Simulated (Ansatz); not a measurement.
# AlFH4Si: the cost of one run

All numbers are computed with Ansatz 0.2.0, driven from Python. Level of theory: PBE/def2-SVP.

**1. The system**

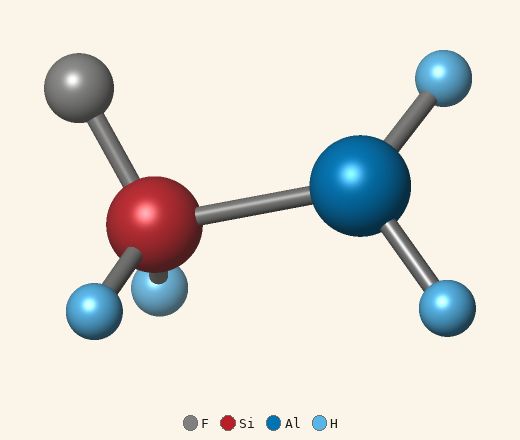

The starting structure, viewed from a chosen angle; fluorine grey, silicon red, aluminium blue, hydrogen blue.

No structure file is read: the coordinates are typed or built in the script.

**2. The code**

The input, relaxed_scan_alfh4si.py:

```python
"""Relaxed scan of one distance in AlFH4Si."""

import ansatz as az
import numpy as np

geometry_ang = [
    ("F", (-2.2066, -0.1141, 0.2218)),
    ("Si", (-0.7884, -0.2559, -0.5954)),
    ("Al", (0.9574, 0.0778, 0.9126)),
    ("H", (-0.6262, -1.5973, -1.1632)),
    ("H", (-0.6889, 0.7301, -1.6952)),
    ("H", (0.9298, 1.3983, 1.842)),
    ("H", (2.4842, -0.307, 0.4317)),
]
system = az.Crystal.molecule()
for symbol, xyz in geometry_ang:
    system = system.atom(symbol, xyz)

setup = system.calculation()
setup = setup.basis(gaussian="def2-SVP")
setup = setup.functional("PBE")
symbols = [site.symbol for site in system.cartesian_sites]
pairs = [(0, 1), (1, 2), (1, 3), (1, 4), (2, 5), (2, 6)]
print("held (A)   E (eV)        ", "  ".join(f"{symbols[i]}{i}-{symbols[j]}{j}" for i, j in pairs))
for length in [1.35, 1.47, 1.58, 1.76, 1.98]:
    data = setup.relax(constraints=[az.DistanceConstraint((1, 3), at=length)], force_tolerance=0.02, max_steps=60).run(threads=1, pin="off").report
    xyz = np.array(data["positions_ang"])
    print(f"{length:6.2f} {data['free_energy_ev']:14.5f}  ", "  ".join(f"{np.linalg.norm(xyz[i] - xyz[j]):.3f}" for i, j in pairs))
```

**3. What the engine is handed**

The package turns the script's settings into the engine's input (first run):

```yaml
crystal:
  periodic: [false, false, false]
  atoms:
    - { symbol: F, position_ang: [-2.2066, -0.1141, 0.2218] }
    - { symbol: Si, position_ang: [-0.7884, -0.2559, -0.5954] }
    - { symbol: Al, position_ang: [0.9574, 0.0778, 0.9126] }
    - { symbol: H, position_ang: [-0.6262, -1.5973, -1.1632] }
    - { symbol: H, position_ang: [-0.6889, 0.7301, -1.6952] }
    - { symbol: H, position_ang: [0.9298, 1.3983, 1.842] }
    - { symbol: H, position_ang: [2.4842, -0.307, 0.4317] }
basis:
  gaussian:
    orbitals: def2-SVP
hamiltonian:
  xc: pbe
relax:
  f_tol: 0.02
  max_steps: 60
  constraints:
    - { distance: [1, 3], at: 1.35 }
```

**4. The run**

Started as:

```bash
$ python relaxed_scan_alfh4si.py
```

**Question.** How long does this script take on 1 thread of Arm Neoverse V1, shared host, and how much memory does it need?

About 1.9 min, with a peak of 0.21 GiB.
